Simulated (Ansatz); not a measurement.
# FeS2 (pyrite type, space group Pa-3): energy against volume

FeS$_{2}$ (pyrite type, space group Pa-3)

```cif
data_Fe4S8
_chemical_formula_sum 'Fe4 S8'
_space_group_name_H-M_alt 'Pa-3'
_space_group_IT_number 205
_space_group_name_Hall '-P 2ac 2ab 3'
_cell_length_a 5.40354
_cell_length_b 5.40354
_cell_length_c 5.40354
_cell_angle_alpha 90.000
_cell_angle_beta 90.000
_cell_angle_gamma 90.000
loop_
_atom_site_label
_atom_site_type_symbol
_atom_site_symmetry_multiplicity
_atom_site_Wyckoff_symbol
_atom_site_fract_x
_atom_site_fract_y
_atom_site_fract_z
_atom_site_occupancy
Fe1 Fe 4 a 0.00000 0.00000 0.00000 1
S1 S 8 c 0.38261 0.38261 0.38261 1
```

The volume is varied about the relaxed value V₀ at fixed cell shape. The atoms relax within the cell's symmetry.

Level of theory: PBE (plane waves to 420 eV, PAW, scalar-relativistic; Ansatz, a first-principles code). k mesh 5×5×5 (Γ-centred), Fermi-Dirac smearing 0.05 eV. The energy includes the smearing's −TS. Compression counts positive. FeS2 is run without spin polarisation. FeS2 was relaxed with its symmetry unable to fall. The PAW data are Ansatz's earlier set. ΔE is measured from the relaxed starting cell.

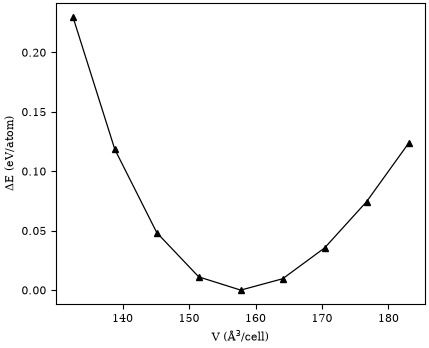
ΔE (eV/atom) against V (Å³/cell); computed points joined by lines.

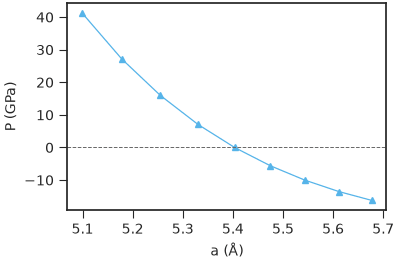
*P (GPa) against a (Å); computed points joined by lines.*

The pressure at the smallest volume comes out as 41.4 GPa. The energy cost of the largest expansion is 123.5 meV/atom and the pressure derivative B₀′ (fit) is 4.8. The pressure for 5 % compression (fit) is 9.1 GPa and the bulk modulus B₀ (third-order Birch-Murnaghan fit) is 156 GPa.

P = (3B₀/2)(x⁷ − x⁵)[1 + ¾(B₀′ − 4)(x² − 1)] with x = (1/0.95)^(1/3), B₀ = 156 GPa and B₀′ = 4.77.

(A scan under strain: stresses follow from slopes of the energy per volume, elastic moduli from its curvatures.)
